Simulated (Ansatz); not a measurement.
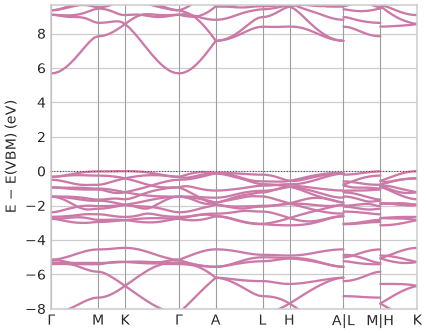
*Band structure from DFT-PBE in the program Ansatz with PAW potentials*

**Question.** Read off the gap and where the band edges lie.

**Answer.** About 5.7 eV (5.68 eV by a search for the band edges); maximum at K, minimum at Γ.

**Question.** Which compound is it?
A) La2O3, La2O3 or Ni2Al3 type
B) MgF2, P3_221 (Mg on 3a, F on 6c)
C) SiO2, P3_221 (Si on 3a, O on 6c)

**Answer.** C, SiO2, P3_221 (Si on 3a, O on 6c)

The PBE relaxation kept the symmetry of its start.

Potentials: the earlier of the program's two PAW sets.
